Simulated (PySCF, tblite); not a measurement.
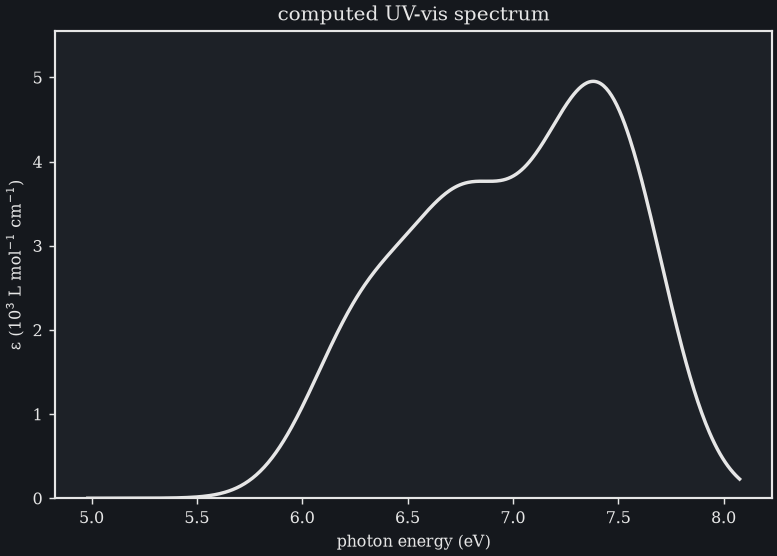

Vertical TDDFT excitations, ωB97X-D/def2-SVPD with PySCF, at a GFN2-xTB geometry (a minimum by its frequencies), gas phase. Only the first 8 singlet excitations are included; each is broadened by a Gaussian of 1/e half-width 0.33 eV.

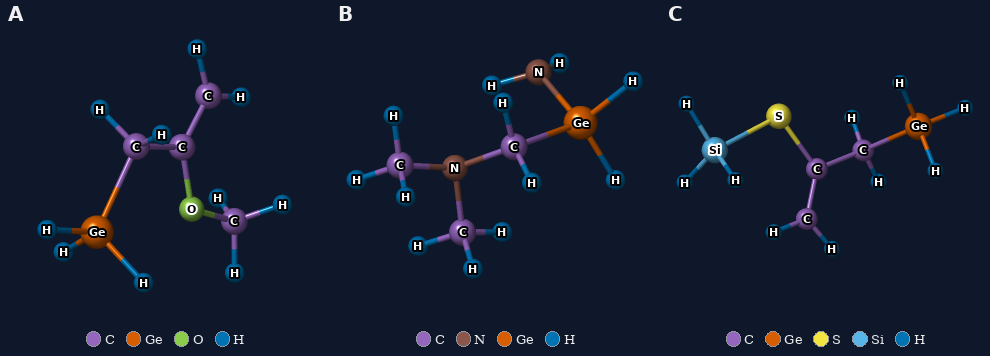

Whose absorption spectrum is this? Choose among the lettered structures.

Structure B, C₃H₁₂GeN₂, SMILES CN(C)[CH2][GeH2][NH2], singlet. Its lowest singlet lies at 6.18 eV (f = 0.021) and the brightest of those computed is S3 at 6.77 eV (183 nm), f = 0.058, mainly HOMO → LUMO+1 (69 %).

Note: the tight-binding geometry is rougher than a DFT one and adds to the error; one conformer of a flexible molecule; core orbitals are frozen in the response.
